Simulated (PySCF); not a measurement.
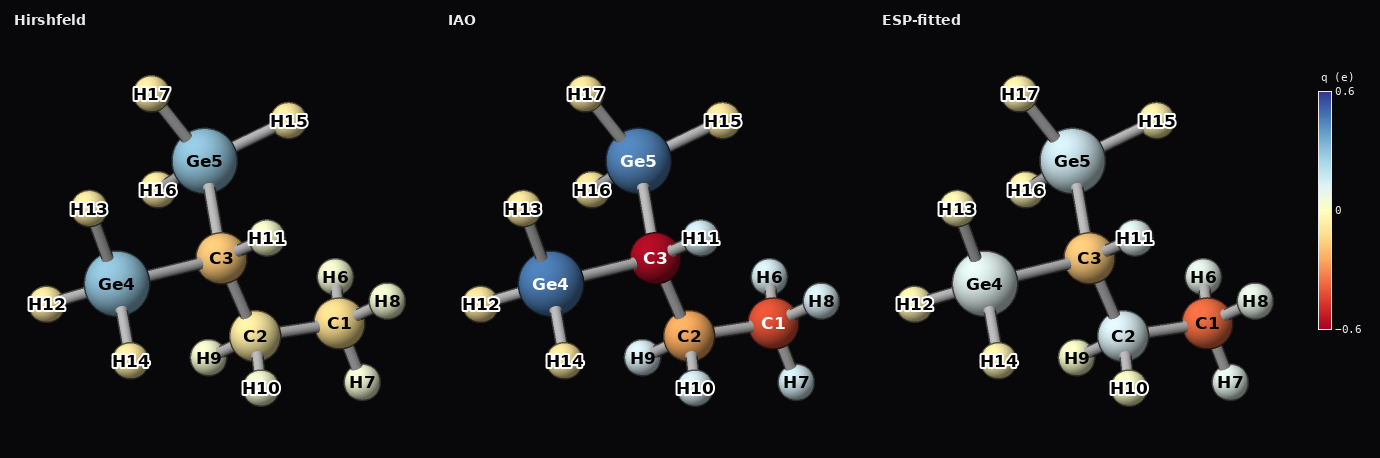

Atomic charges of one calculation by 3 schemes, on one colour scale. Computed geometry: PBE0-D3(BJ)/def2-SVP optimisation. No frequency run is at hand to confirm it as a minimum. Level of theory: PBE0/pcSseg-1 (PySCF 2.14.0).

> Which scheme gives the most polar picture (largest mean size of the charges)?

The IAO charges are the largest in size here, and the ESP-fitted charges the smallest.

> On which atom do the schemes disagree most?

On C3 (from −0.56 to −0.17 e).

List the charges (e), one line for each set of equivalent atoms.

```json
{"atom": "C1", "Hirshfeld": "−0.11", "IAO": "−0.41", "ESP-fitted": "−0.35"}
{"atom": "C2", "Hirshfeld": "−0.07", "IAO": "−0.23", "ESP-fitted": "0.12"}
{"atom": "C3", "Hirshfeld": "−0.17", "IAO": "−0.56", "ESP-fitted": "−0.17"}
{"atom": "Ge4", "Hirshfeld": "0.29", "IAO": "0.46", "ESP-fitted": "0.10"}
{"atom": "Ge5", "Hirshfeld": "0.29", "IAO": "0.44", "ESP-fitted": "0.15"}
{"atom": "H6", "Hirshfeld": "0.04", "IAO": "0.13", "ESP-fitted": "0.10"}
{"atom": "H7", "Hirshfeld": "0.04", "IAO": "0.14", "ESP-fitted": "0.09"}
{"atom": "H8", "Hirshfeld": "0.04", "IAO": "0.13", "ESP-fitted": "0.08"}
{"atom": "H9", "Hirshfeld": "0.03", "IAO": "0.13", "ESP-fitted": "0.02"}
{"atom": "H10", "Hirshfeld": "0.03", "IAO": "0.13", "ESP-fitted": "0.01"}
{"atom": "H11", "Hirshfeld": "0.03", "IAO": "0.14", "ESP-fitted": "0.11"}
{"atom": "H12", "Hirshfeld": "−0.07", "IAO": "−0.09", "ESP-fitted": "−0.04"}
{"atom": "H13", "Hirshfeld": "−0.07", "IAO": "−0.08", "ESP-fitted": "−0.03"}
{"atom": "H14", "Hirshfeld": "−0.07", "IAO": "−0.08", "ESP-fitted": "−0.05"}
{"atom": "H15", "Hirshfeld": "−0.07", "IAO": "−0.08", "ESP-fitted": "−0.05"}
{"atom": "H16", "Hirshfeld": "−0.07", "IAO": "−0.09", "ESP-fitted": "−0.04"}
{"atom": "H17", "Hirshfeld": "−0.07", "IAO": "−0.08", "ESP-fitted": "−0.05"}
```
